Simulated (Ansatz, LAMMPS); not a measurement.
# A frame of liquid 1,3,5-triphenylbenzene from 473 K (126 atoms): geometry optimisation, part 3 of 3

Aim: bring a frame of liquid 1,3,5-triphenylbenzene from 473 K (126 atoms) to a nearby minimum of the energy and see what moves.

Ansatz 0.2.0; Kohn-Sham DFT, r2SCAN+D4, PAW (set soft_2), plane waves.

The cell: 72 C and 54 H. The network of contacts between molecules at the start is that of the classical potential that made the cell. The density was typed from a rule of thumb and may lie off the real one at this temperature. The Brillouin zone is sampled at Γ only, in a cell whose shortest periodic width is 11 Å.

So far, density (g/cm³): step 5 (distances and neighbours after relaxation) 1.03.

## 6. Single point at the relaxed geometry

One more single point at the end of the walk gives the fuller output and checks the residual forces.

input.yaml reads:

```yaml
crystal:
  lattice:
    - [11.40104, 0.0, 0.0]
    - [0.0, 11.40104, 0.0]
    - [0.0, 0.0, 11.40104]
  atoms:
    - { symbol: C, position: [0.7569, 0.88992, 0.93162] }
    - { symbol: C, position: [0.66178, 0.88931, 0.00754] }
    - { symbol: C, position: [0.59819, 0.78672, 0.02497] }
    - { symbol: C, position: [0.63031, 0.68497, 0.96603] }
    - { symbol: C, position: [0.72657, 0.68506, 0.89127] }
    - { symbol: C, position: [0.79105, 0.7877, 0.87281] }
    - { symbol: C, position: [0.89358, 0.78942, 0.79384] }
    - { symbol: C, position: [0.97636, 0.69939, 0.7971] }
    - { symbol: C, position: [0.0762, 0.70251, 0.72608] }
    - { symbol: C, position: [0.16775, 0.6113, 0.73558] }
    - { symbol: C, position: [0.23681, 0.58047, 0.63879] }
    - { symbol: C, position: [0.32513, 0.49729, 0.64878] }
    - { symbol: C, position: [0.3462, 0.44251, 0.75577] }
    - { symbol: C, position: [0.27795, 0.47158, 0.85263] }
    - { symbol: C, position: [0.18969, 0.55493, 0.84255] }
    - { symbol: C, position: [0.09038, 0.79682, 0.64913] }
    - { symbol: C, position: [0.00736, 0.88662, 0.64181] }
    - { symbol: C, position: [0.02274, 0.98474, 0.55868] }
    - { symbol: C, position: [0.97854, 0.09662, 0.58383] }
    - { symbol: C, position: [0.99101, 0.18833, 0.50463] }
    - { symbol: C, position: [0.04881, 0.17066, 0.39866] }
    - { symbol: C, position: [0.09439, 0.06041, 0.37324] }
    - { symbol: C, position: [0.08107, 0.96838, 0.45184] }
    - { symbol: C, position: [0.90961, 0.88209, 0.71554] }
    - { symbol: H, position: [0.80752, 0.96945, 0.91926] }
    - { symbol: H, position: [0.63705, 0.96885, 0.05331] }
    - { symbol: H, position: [0.52372, 0.78674, 0.08392] }
    - { symbol: H, position: [0.57933, 0.6055, 0.97691] }
    - { symbol: H, position: [0.75057, 0.60553, 0.84505] }
    - { symbol: H, position: [0.96375, 0.62746, 0.85793] }
    - { symbol: H, position: [0.22022, 0.62103, 0.55445] }
    - { symbol: H, position: [0.37788, 0.47521, 0.57279] }
    [... 88 atom lines left out ...]
    - { symbol: H, position: [0.79833, 0.74876, 0.45605] }
    - { symbol: H, position: [0.81851, 0.96093, 0.42298] }
    - { symbol: H, position: [0.65616, 0.07326, 0.33143] }
    - { symbol: H, position: [0.47161, 0.97178, 0.27797] }
    - { symbol: H, position: [0.45056, 0.75927, 0.31271] }
    - { symbol: H, position: [0.69194, 0.60578, 0.57018] }
kpoints:
  mp_grid: { grid: [1, 1, 1] }
hamiltonian:
  xc: r2scan
  dispersion: d4
scf:
  occupations: { method: fixed }
output:
  forces: true
  stress: true
  populations: true
  dos:
    method: { smearing: { sigma: 0.08 } }
    de: 0.1
    projected: { site_lists: { C: [C], H: [H] } }
  eigenvalues: true
  write_density: true
  write_potential: true
  volumetric_format: npy
  elf: true
```

On the command line:

```bash
> ansatz run input.yaml --threads 4 --pin off --max-ram 8192MiB --backend cpu --events-out ev --progress --plain --runs-dir out
```

The log of the run:

```text
[...]
Crystal: 126 atoms, lattice volume = 1481.950 Å³
Basis set: ecut = 500 eV, 37561 PW (Γ), exchange–correlation on 360×360×360 points (64 copies of the dense FFT grid, shifted against one another)
Bands: 297, of which v1, the nominal top of the filled ones, is band 171 counted from 1 (170 counted from 0)
Symmetry: 1 space group operations
[...]
k-points: 1
[...]
SCF iter   1: F=—  HF=-18984.463590 eV  |F-HF|=—  |Δ(HF+E_count)|=         —  Δρ=5.67e-3  dr2=2.52e-1  dr2_τ=1.49e1  ethr=1.77e-3  ⟨swp⟩=5.0  Hψ=1036  notcnv=0  defer=122
[...]
SCF iter   9: F=-18983.997327 eV  HF=-18983.997327 eV  |F-HF|=4.83e-8  |Δ(HF+E_count)|=   5.80e-7  Δρ=1.56e-6  dr2=5.85e-8  dr2_τ=4.89e-9  ethr=2.92e-11  ⟨swp⟩=24.0  Hψ=3341  notcnv=0
SCF 1 converged in 9 iterations: F = -18983.997327 eV  dr2 = 5.85e-8
[...]
WARN: The input density's exchange-correlation potential varies sharply where the density is thin. Do not read a vacuum level from v_tot or v_xc, or from such a field of the output density. On a cell that repeats whose density bears no net charge and no dipole along the vacuum's axis use v_es (v_loc + v_h of the components); [...]
SCF converged after 9 iterations
Free energy (F): -18983.997327 eV
[...]
Internal energy: -18983.997327 eV  (E = F + TS)
E sigma→0 (E₀):  -18983.997327 eV
Fermi energy:    -0.475153 eV
[...]
--- Forces (eV/Å), atoms counted from 1 ---
  atom   1  C      0.00309165    -0.00317575    -0.00583960
  atom   2  C      0.00433710     0.00392903    -0.00077262
  atom   3  C     -0.00370659     0.00104558     0.00014545
  atom   4  C      0.00261571    -0.00531472    -0.00496231
  atom   5  C     -0.00276186    -0.00878619     0.00568266
  atom   6  C      0.00174407     0.01176799     0.00708530
  atom   7  C      0.00520235    -0.00731701    -0.00252802
  atom   8  C     -0.00111911    -0.00291207     0.00024214
  atom   9  C      0.00983668     0.00969830    -0.01220033
  atom  10  C      0.00049268    -0.00906962     0.00919580
  atom  11  C     -0.01116997     0.00600800    -0.00346867
  atom  12  C      0.00775214    -0.01445005     0.00575897
  atom  13  C     -0.00342857     0.00883936    -0.00158008
  atom  14  C     -0.00207562    -0.00297411    -0.00232487
[...]
atom 125  H      0.01156479     0.00420851     0.00205399
  atom 126  H      0.00055385    -0.00191283    -0.00213261
  max |Σ_I F_I| component: 1.66e-4 eV/Å
--- Stress (GPa, compression-positive) ---
       -0.547288      -0.062750       0.002551
       -0.062750      -0.521207      -0.007875
        0.002551      -0.007875      -0.457474
  P = ⅓ Tr σ = -0.5087 GPa (-5.087 kbar)
--- Band table (eV) ---
[...]
--- Löwdin populations: 126 sites ---
  site symbol       q [e]
     0      C      4.1314
     1      C      4.1205
     2      C      4.1268
[...]
125      H      0.8043
  spilling = 0.012574 (of n_electrons = 342.000000)
```

It took 18 s on 4 threads of AMD EPYC 9R45, shared host; peak memory 3.9 GiB.

The program notes that the exchange-correlation potential is rough where the density is thin.

Numbers from this run:

```yaml
free_energy: -18983.9973 eV
free_energy_per_atom: -150.6666 eV/atom
scf_cycles: 9
pressure: -0.5087 GPa
r_m_s_force_component: 0.00602 eV/Å
longest_force: 0.02453 eV/Å
fermi_energy: -0.4752 eV
spacing_of_highest_filled_and_lowest_empty_level: 3.551 eV
spilling_of_the_projection: 0.01257
```

Löwdin charges by element (they lack the spilled electrons, 0.034 e an atom on average):

```tsv
element	coordination	atoms	mean charge (e)	spread	least	most
C	all	72	-0.0868	0.0763	-0.148	0.0547
H	all	54	0.195	0.0061	0.183	0.206
```

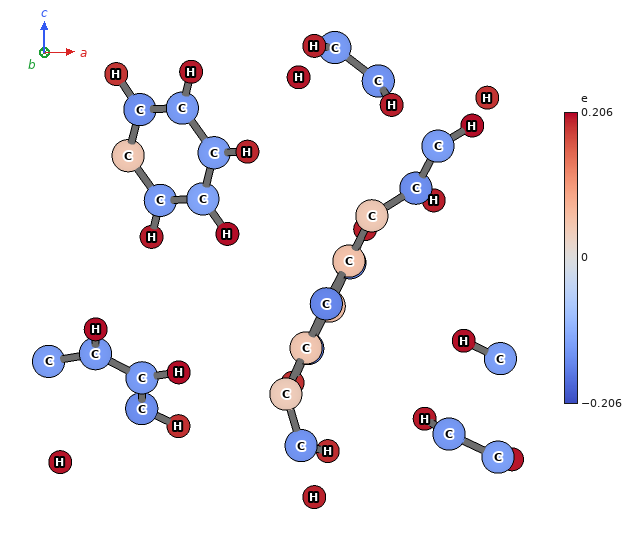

Atoms coloured by Löwdin charge. Drawn is a slice 4 Å thick, seen along the normal of the ac plane. Bonds to atoms that aren't drawn are left out.

States in the cell by windows of 1 eV, zero at the Fermi level; the larger projections on atomic orbitals stand beside the total:

```tsv
from (eV)	to (eV)	total	C p	H s	C s
-18	-17	11.4	1.6	0.8	8.9
-17	-16	12.6	2.5	0.9	9.0
-16	-15	6.1	1.8	0.3	3.9
-15	-14	10.2	2.8	0.8	6.4
-14	-13	29.5	8.6	2.9	17.7
-13	-12	2.1	0.7	0.2	1.2
-12	-11	2.1	1.1	0.2	0.7
-11	-10	23.9	13.1	2.7	7.7
-10	-9	16.6	9.2	2.2	4.9
-9	-8	11.3	7.7	1.8	1.6
-8	-7	14.0	9.0	3.5	1.2
-7	-6	20.9	13.8	4.2	2.6
-6	-5	47.8	36.6	8.1	2.4
-5	-4	22.8	19.1	3.2	0.2
-4	-3	35.9	29.7	5.6	0.3
-3	-2	26.8	20.5	6.0	0.1
-2	-1	17.8	17.6	0.1	0.1
-1	0	27.0	26.8	0.0	0.1
0	1	3.0	3.0	0.0	0.0
1	3	0.0	0.0	0.0	0.0
3	4	12.0	11.3	0.1	0.1
4	5	24.4	22.0	0.5	0.2
```

The curve was stored every 0.10 eV, coarse against its broadening of 0.08 eV, so these counts are rough.

With fixed occupations the program's Fermi level is the highest filled level; weight inside the gap is the broadening of levels at its edges.

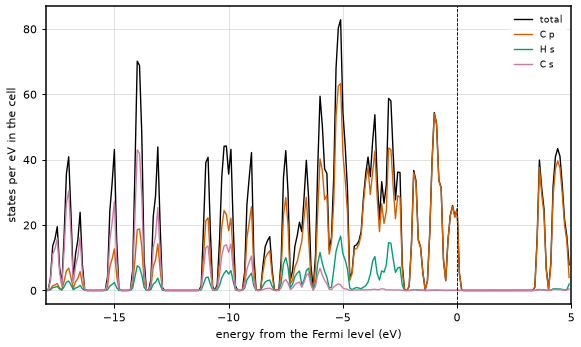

Total and projected density of states, with the broadening of the input.

The levels nearest the highest filled one (over half full), pooled over k-points and spins:

```tsv
level less the highest filled one (eV)	occupation
-0.383	2
-0.289	2
-0.208	2
-0.143	2
-0.0194	2
0	2
3.55	0
3.60	0
3.64	0
3.67	0
3.77	0
3.82	0
```

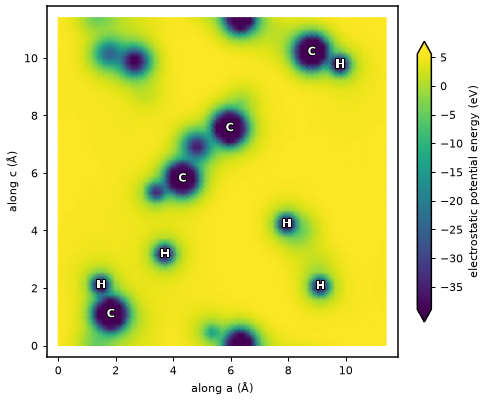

Electrostatic potential energy in the ac plane at fractional y = 0.258, with atoms of H and C within 0.2 Å of it. With pseudopotentials it is smooth inside the atoms' cores, unlike the true potential. The map starts off the cell's origin, so that atoms lie inside it.

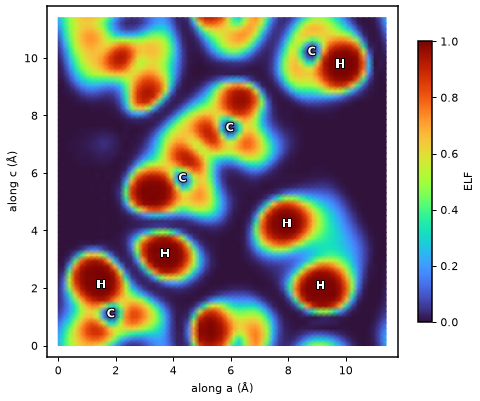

ELF in the ac plane at fractional y = 0.258, with atoms of H and C within 0.2 Å of it. It is the smooth field of the valence electrons, not physical close to the nuclei. The map starts off the cell's origin, so that atoms lie inside it.

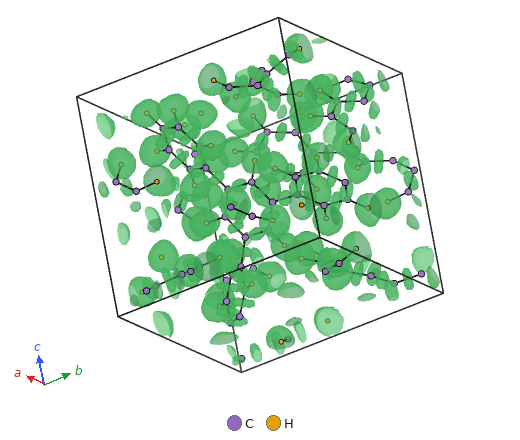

Surface of ELF = 0.85. Bonds to atoms that aren't drawn are left out.

Mean Löwdin charges: C -0.09, H +0.20 e (they miss 1.3 % of the electrons, so they add up to more than the cell's charge). The largest share in the top eV of filled states is C p (100 % of the projected weight), and in the lowest eV of empty states C p (98 % of the projected weight).

A closer look about C9, picked at random: 13 atoms, nearest first, numbered in the order of the input, with positions taken from that point.

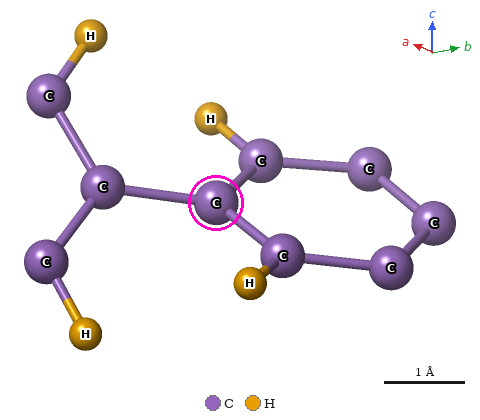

The atoms of the table, within 2.8 Å (arrows a, b, c point along x, y, z); some may hide others; the central atom is ringed.

```tsv
atom	x	y	z	distance (Å)	bonds	Löwdin charge (e)
C9	0.00	0.00	0.00	0.00	3	0.05
C16	0.16	1.08	-0.88	1.40	3	-0.14
C8	-1.14	-0.04	0.81	1.40	3	-0.14
C10	1.04	-1.04	0.11	1.48	3	0.04
H36	1.07	1.15	-1.46	2.14	1	0.19
H30	-1.28	-0.86	1.50	2.15	1	0.18
C7	-2.08	0.99	0.77	2.43	3	0.05
C17	-0.78	2.10	-0.96	2.44	3	0.05
C15	1.29	-1.68	1.33	2.50	3	-0.14
C11	1.83	-1.39	-1.00	2.51	3	-0.13
H35	0.72	-1.41	2.21	2.71	1	0.18
H31	1.64	-0.93	-1.96	2.72	1	0.20
C24	-1.90	2.05	-0.12	2.80	3	-0.14
```

The column of bonds counts only the pairs C-C within 1.85 Å, C-H within 1.34 Å; other neighbours, such as metal atoms beside each other in a compound, aren't counted, and periodic images can show an atom twice.

## 7. A run with a doubtful setting

The input is spoilt on purpose; the run shows how that looks.

input.yaml, the sections that differ from step 6:

```yaml
crystal:
  lattice:
    - [11.40104, 0.0, 0.0]
    - [0.0, 11.40104, 0.0]
    - [0.0, 0.0, 11.40104]
  atoms:
    [... the 126 atom lines of step 3 ...]
scf:
  occupations: { method: gaussian, width: 2.0 }
  max_iter: 60
output:
  forces: true
# kpoints, hamiltonian: as in step 6
```

The log of the run:

```text
band count auto-derived: 384, from the close of a first SCF at 297 (N_el = 342.0; filled up to band 171; 297 by the electrons, moments and atoms)
[...]
Crystal: 126 atoms, lattice volume = 1481.950 Å³
Basis set: ecut = 500 eV, 37561 PW (Γ), exchange–correlation on 360×360×360 points (64 copies of the dense FFT grid, shifted against one another)
Bands: 297, of which v1, the nominal top of the filled ones, is band 171 counted from 1 (170 counted from 0)
Symmetry: 1 space group operations
[...]
k-points: 1
[...]
SCF iter   1: F=—  HF=-18979.299198 eV  |F-HF|=—  |Δ(HF+E_count)|=         —  Δρ=5.86e-3  dr2=2.75e-1  dr2_τ=1.54e1  ethr=1.77e-3  ⟨swp⟩=9.0  Hψ=1517  notcnv=0
[...]
SCF iter   7: F=-18978.733709 eV  HF=-18978.733709 eV  |F-HF|=2.42e-8  |Δ(HF+E_count)|=   6.74e-7  Δρ=2.51e-6  dr2=8.09e-8  dr2_τ=1.56e-8  ethr=2.92e-11  ⟨swp⟩=15.0  Hψ=1861  notcnv=0
SCF 1, on 297 bands, converged in 7 iterations: F = -18978.733709 eV; the run's SCF on all bands comes behind
[...]
The result of the SCF on 297 bands, without a stress, told ahead of the SCF on all bands, whose result is the run's:
SCF converged after 7 iterations
Free energy (F): -18978.733709 eV
[...]
Internal energy: -18967.905206 eV  (E = F + TS)
E sigma→0 (E₀):  -18973.319457 eV
Entropy (-TS):   -10.828503 eV (-85.940 meV/atom)
Fermi energy:    1.259750 eV
[...]
--- Forces (eV/Å), atoms counted from 1 ---
  atom   1  C      0.30818702     1.88347875     0.69905589
  atom   2  C     -1.39365353     0.14518969     0.34131186
  atom   3  C     -0.78536757    -1.46574801    -1.86743904
  atom   4  C     -1.29495894     1.26669588     3.93106700
  atom   5  C     -0.03538830    -0.81285377    -1.64555579
  atom   6  C     -1.34165401    -0.89625319     0.64725164
  atom   7  C      1.15469660    -0.29729217    -0.24537997
  atom   8  C      2.39424430    -1.02223259    -0.01999381
  atom   9  C     -3.21437924    -0.31654296     1.52048763
  atom  10  C      0.17070352    -0.36504740     0.10328238
  atom  11  C     -0.48516434    -1.53100664     1.64264030
  atom  12  C      0.85826478     1.19751113    -0.38029356
  atom  13  C     -2.46104057     2.07314318    -1.58958484
  atom  14  C      1.11564449    -1.16261103    -1.35441072
[...]
atom 125  H     -0.97250680    -1.26529467     0.05105332
  atom 126  H     -0.09855401    -0.64333993    -1.16714112
  max |Σ_I F_I| component: 7.10e-5 eV/Å
--- Band table (eV) ---
[...]
Bands: 384, of which v1, the nominal top of the filled ones, is band 171 counted from 1 (170 counted from 0)
[...]
SCF iter   1: F=—  HF=-18978.731601 eV  |F-HF|=—  |Δ(HF+E_count)|=         —  Δρ=2.60e-6  dr2=8.62e-8  dr2_τ=1.62e-8  ethr=2.22e-7  ⟨swp⟩=7.0  Hψ=3474  notcnv=0
eigensolver tolerance schedule: the retry pair's looser diagonalisation over-reported the residual by 8811.87 of it (diagonalisation noise at 1.71 of the residual, at the tolerance the schedule requests for it); recorded, not acted on — ethr = c·dr2/N_el stays at c = 1.0e-1
[...]
SCF iter   2: F=—  HF=-18978.733709 eV  |F-HF|=—  |Δ(HF+E_count)|=   2.11e-3  Δρ=1.74e-6  dr2=5.72e-8  dr2_τ=4.49e-9  ethr=2.52e-11  ⟨swp⟩=8.0  Hψ=1484  notcnv=0
SCF iter   3: F=-18978.733709 eV  HF=-18978.733709 eV  |F-HF|=1.21e-9  |Δ(HF+E_count)|=   1.66e-8  Δρ=4.41e-7  dr2=1.57e-9  dr2_τ=2.10e-10  ethr=1.67e-11  ⟨swp⟩=2.0  Hψ=1066  notcnv=0
SCF 2 converged in 3 iterations: F = -18978.733709 eV  dr2 = 1.57e-9
SCF converged after 10 iterations (7 of them on 297 bands)
Free energy (F): -18978.733709 eV
[...]
Internal energy: -18967.905225 eV  (E = F + TS)
E sigma→0 (E₀):  -18973.319467 eV
Entropy (-TS):   -10.828483 eV (-85.940 meV/atom)
Fermi energy:    1.259756 eV
[...]
--- Forces (eV/Å), atoms counted from 1 ---
  atom   1  C      0.30817973     1.88349906     0.69905441
  atom   2  C     -1.39364990     0.14525641     0.34135243
  atom   3  C     -0.78537910    -1.46574924    -1.86746044
  atom   4  C     -1.29500913     1.26666698     3.93105330
  atom   5  C     -0.03541057    -0.81284705    -1.64556125
  atom   6  C     -1.34163746    -0.89625888     0.64721260
  atom   7  C      1.15468887    -0.29730092    -0.24536996
  atom   8  C      2.39423292    -1.02224694    -0.01998087
  atom   9  C     -3.21438144    -0.31654571     1.52048297
  atom  10  C      0.17068800    -0.36503190     0.10328545
  atom  11  C     -0.48517160    -1.53101102     1.64263369
  atom  12  C      0.85828043     1.19747408    -0.38033619
  atom  13  C     -2.46101767     2.07311550    -1.58960309
  atom  14  C      1.11565872    -1.16262602    -1.35434867
[...]
atom 125  H     -0.97249403    -1.26529303     0.05105443
  atom 126  H     -0.09856556    -0.64335960    -1.16716289
  max |Σ_I F_I| component: 4.00e-5 eV/Å
--- Band table (eV) ---
[...]
```

Wall time 26 s (4 threads); peak memory 4.2 GiB; 99 s of CPU time.

The run converged on the changed input; its numbers don't describe the system as set up.

The fault in the input: a smearing of electronvolts (scf.occupations.method = "gaussian" and scf.occupations.width = 2.0). The fix is to set scf.occupations.method back to "fixed" and take out scf.occupations.width.

How far it lies from the reference, the single point at the start:

```
r.m.s. difference of force components : 140.4 meV/Å
longest difference of force vectors   : 660.6 meV/Å
force difference over r.m.s. force    : 11.14 %
```

## 8. Outcome

```
energy change in the relaxation                  : -59.32 meV/atom
r.m.s. displacement                              : 0.552 Å
largest displacement                             : 1.391 Å
free energy per atom                             : -150.6666 eV/atom
pressure                                         : -0.5087 GPa
r.m.s. force component                           : 0.00602 eV/Å
gap (highest filled to lowest empty level) : 3.551 eV
wall time of the 4 DFT runs                      : 3.7 min
```

Relaxation lowers the energy by 59.3 meV/atom and moves atoms by 0.55 Å r.m.s.; the r.m.s. force component goes from 1.3 to 0.0060 eV/Å, the pressure goes from 1.7 to -0.51 GPa, and the gap from 3.53 to 3.55 eV. By the final cutoffs no bond was broken or made. First to last step the energy falls by 7.475 eV; the largest move, 1.39 Å, is that of H76. The C-C bonds go from 1.398 Å (spread 0.040) to 1.403 Å (spread 0.027). Counting bonds as in the table, all C atoms have 3 and all H atoms have 1 bonded neighbour. The highest filled and lowest empty levels differ by 3.55 eV (at Γ alone); a semilocal functional tends to put such gaps too low. In a disordered cell it changes from sample to sample and from frame to frame.

**Limits.** The network of contacts between molecules at the start is that of the classical potential that made the cell; in DFT atoms moved by 0.55 Å r.m.s.

[Logs are printed without paths, hosts, clocks, repeated set-up lines and the standing remarks that a program may print on its own settings, such as how far it seeks lower states.]

[Hosts, paths, dates, database ids (printed as entryN), source tags and the programs' standing remarks are cut or masked in the printed files.]
